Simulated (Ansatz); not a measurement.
Given this structure:

```
Ni
1.0
     3.51848    0.00000    0.00000
     0.00000    3.51848    0.00000
     0.00000    0.00000    3.51848
Ni
4
Direct
  0.00000 0.00000 0.00000
  0.00000 0.50000 0.50000
  0.50000 0.00000 0.50000
  0.50000 0.50000 0.00000
```

> What would you see if this were drawn?

The element is nickel. The symmetry is that of Fm-3m (No. 225), on a face-centred cubic lattice. It adopts the structure known as face-centred cubic (Cu type). The cell holds four atoms. Each Ni has twelve Ni in a cuboctahedral arrangement at 2.49 Å. The bonds build a three-dimensional framework.

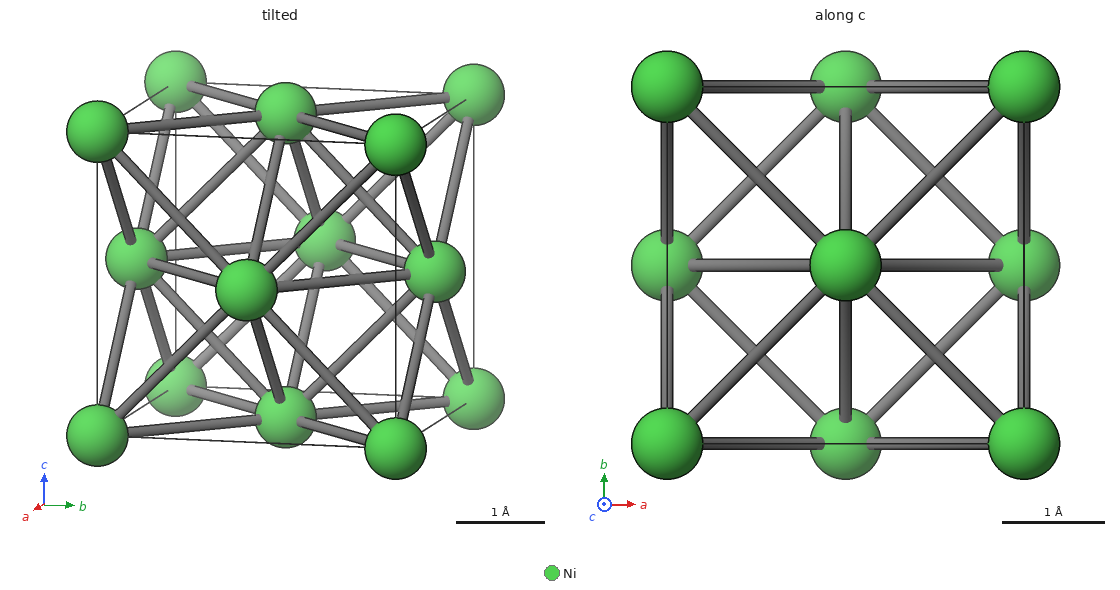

Ball-and-stick representation of a periodic structure, projected slightly off an axis and along the c axis. Lines trace the edges of the conventional unit cell.

The model was built from a structure listed in the Materials Project. Earlier steps of the study may have refined or changed the cell and positions. A calculation with Ansatz used it as input.
